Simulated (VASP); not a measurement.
Band structure of GdN (rock salt). Level of theory: PBE GGA with D3 dispersion (zero damping), VASP's PBE PAW potentials (set 64) (plane waves; VASP).

The 4f electrons are frozen in the core of the lanthanide potential, so 4f levels, which can set the real gap, and their magnetism are missing.

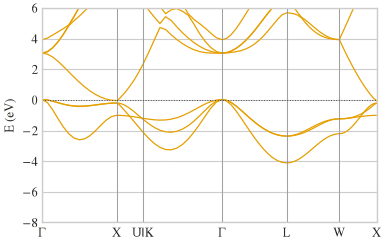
Figure: Bands along high-symmetry lines, zero at the valence-band maximum or, without a gap, the Fermi level

Read the plot: is there a gap, and where are the band edges?

It has no gap at this level: it comes out as a metal or semimetal. (Edges off the drawn lines would not show.)

The compound is GdN in the rock salt structure. It was relaxed first.
